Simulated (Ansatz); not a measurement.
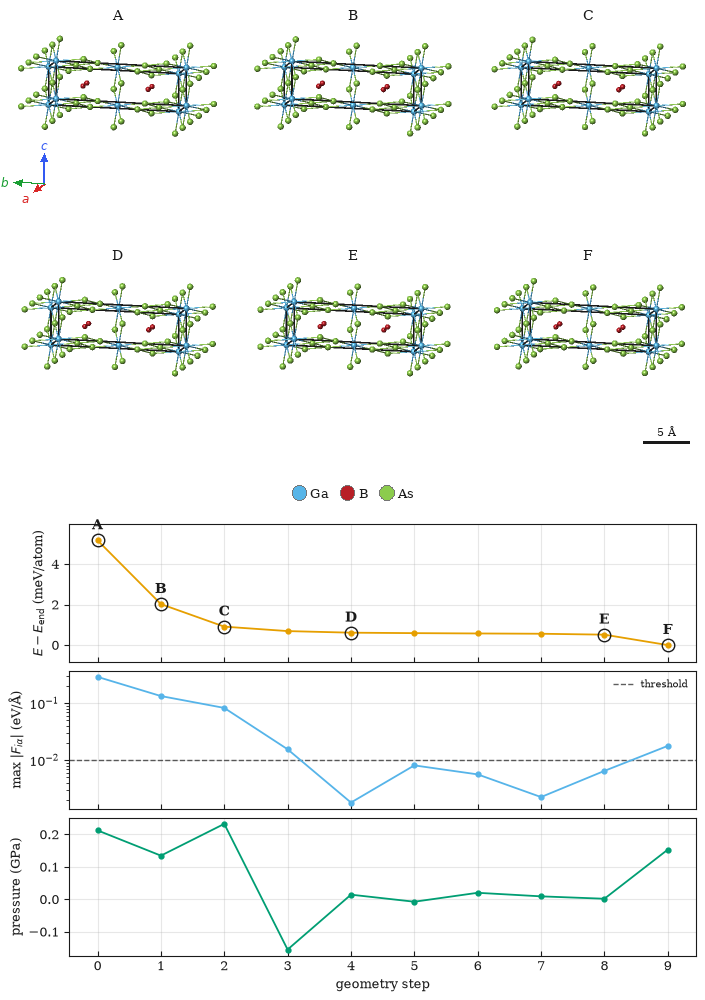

Frames of a relaxation of solid GaB$_{2}$As$_{3}$ (a generated structure, set up in Cmmm), marked on the history of the run. A ball-and-stick model of the conventional cell (2 times the calculation's cell), seen from a free direction. Lengths and directions refer to the drawn axes.

Method: Ansatz, DFT PBE, scalar-relativistic, plane waves, PAW.

The input:
```yaml
crystal:
  lattice:
    - [1.636281562, -7.3660100865, 0.0]
    - [1.636281562, 7.3660100865, 0.0]
    - [0.0, 0.0, 4.2558660645]
  atoms:
    - { symbol: Ga, position: [0.0, 0.0, 0.0] }
    - { symbol: B, position: [0.5, 0.0, 0.5] }
    - { symbol: B, position: [0.0, 0.5, 0.5] }
    - { symbol: As, position: [0.6818653008, 0.3181346992, 0.0] }
    - { symbol: As, position: [0.3181346992, 0.6818653008, 0.0] }
    - { symbol: As, position: [0.5, 0.5, 0.5] }
basis:
  ecutwfc: 420
kpoints:
  mp_grid: { grid: [12, 12, 10] }
hamiltonian:
  xc: pbe
scf:
  occupations: { method: gaussian, width: 0.1 }
output:
  forces: true
  stress: true
  eigenvalues: true
relax:
  adjacent_minimum: "off"
  f_tol: 0.01
  max_steps: 80
  cell: { stress_tol: 0.05 }
```

Launched with:
```bash
ansatz run input.yaml --threads 1 --pin off --max-ram 2560MiB --backend cpu --events-out ev --progress --plain --runs-dir out
```

Describe the path.

The run was cut off at its time limit before the relaxation converged, so the last structure is only a point on the way. After 9 geometry steps the energy has fallen by 5.2 meV per atom. The largest force component goes from 0.29 to 0.018 eV/Å. The pressure goes from 0.21 to 0.15 GPa. The largest moves relative to the cell, 0.16 Å, are those of As4 and As5. As5 goes along −b. B and Ga stay in place. Cell: a 3.273 → 3.323 Å (+1.5 %), b 14.732 → 14.287 Å (−3.0 %), c 4.256 → 4.098 Å (−3.7 %). Volume −5.2 %. Among the contacts that change: As4–As5 2.590 → 2.807 Å, Ga1–As4 3.139 → 2.953 Å, Ga1–As6 2.684 → 2.638 Å, B2–B3 1.636 → 1.662 Å. Bond angles that change, for instance: As5–As4–As5 78.4° → 72.6°, As6–Ga1–As6 75.1° → 78.1°, As6–Ga1–As6 104.9° → 101.9°. The space group stays Cmmm (No. 65). From step 0 to 1: As atoms move most (0.03 Å), volume −1.3 %, energy −3.1 meV per atom. From step 1 to 2: As atoms move most (0.03 Å), volume −1.6 %, energy −1.1 meV per atom. From step 2 to 4: As atoms move most (0.02 Å), volume −0.2 %, energy −0.3 meV per atom. From step 4 to 8: As atoms move most (0.02 Å), volume −0.7 %, energy −0.1 meV per atom. From step 8 to 9: As atoms move most (0.05 Å), volume −1.5 %, energy −0.5 meV per atom.

```tsv
step	E − E(0), meV/atom	largest force component, eV/Å	pressure, GPa	volume, Å³/atom
0	0.00	0.2900	0.21	17.098
1	-3.15	0.1336	0.13	16.878
2	-4.26	0.0827	0.23	16.611
3	-4.48	0.0156	-0.15	16.646
4	-4.56	0.0018	0.01	16.578
5	-4.58	0.0081	-0.01	16.553
6	-4.60	0.0056	0.02	16.530
7	-4.61	0.0023	0.01	16.509
8	-4.66	0.0065	0.00	16.455
9	-5.17	0.0178	0.15	16.212
```
